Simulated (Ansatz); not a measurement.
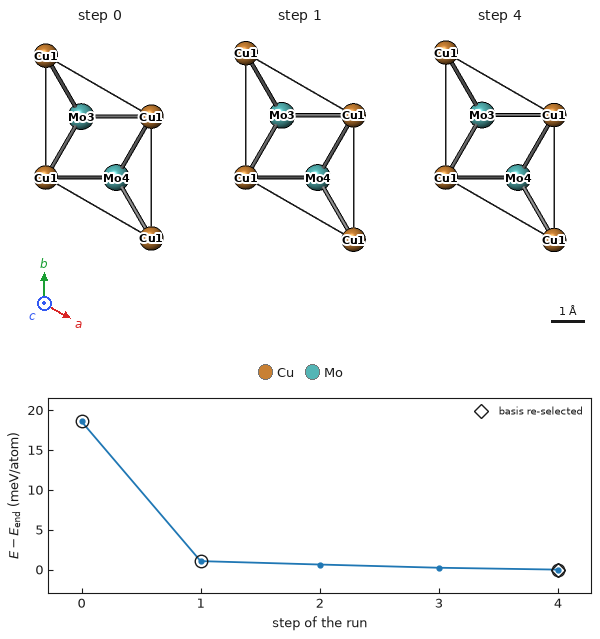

Frames of a relaxation of crystalline CuMo (a generated structure, set up in P6_3/mmc) (coarse preliminary run), marked on the history of the run. A ball-and-stick model of the cell of the calculation, seen along the c axis.

Theory: DFT PBE, scalar-relativistic, plane waves, PAW (Ansatz 0.2.0). Set-up: plane-wave cutoff 420 eV; k-point mesh 6 × 6 × 4; occupations gaussian; smearing width 0.1 eV; no spin polarisation; cell and atoms relaxed; force threshold 0.04 eV/Å; at most 70 steps.

> What happens along the run?

No atom moves by more than 0.005 Å relative to the cell. The drawn cell changes as follows: a = b 3.702 → 3.796 Å (+2.5 %), c 4.980 → 4.940 Å (−0.8 %); the volume changes by +4.3 %. Among the contacts that change: Cu–Mo 2.473 → 2.516 Å, Cu–Cu 2.490 → 2.470 Å. The space group stays P6_3/mmc (No. 194). After 3 accepted moves (4 points after the start) the energy has fallen by 18.6 meV per atom. All forces vanish by symmetry, so only the cell relaxes. Pressure: 8.19 GPa at the start and −0.01 GPa at the end. At 1 point the geometry stayed and the basis and grid were re-selected for the new cell (energy shift of 0.2 meV per atom at most each time). Cost: 12 s on 1 thread of Arm Neoverse V2, with other jobs on the host, peak memory 0.36 GiB. From step 0 to 1: volume +4.6 %, energy −17.5 meV per atom. From step 1 to 4: volume −0.3 %, energy −1.1 meV per atom.

```
step  E − E(0), meV/atom  pressure, GPa  volume, Å³/atom                      note
   0                0.00           8.19           14.775                          
   1              -17.52          -0.38           15.454                          
   2              -17.95          -0.21           15.436                          
   3              -18.35           0.00           15.413                          
   4              -18.58          -0.01           15.413  same geometry, new basis
```
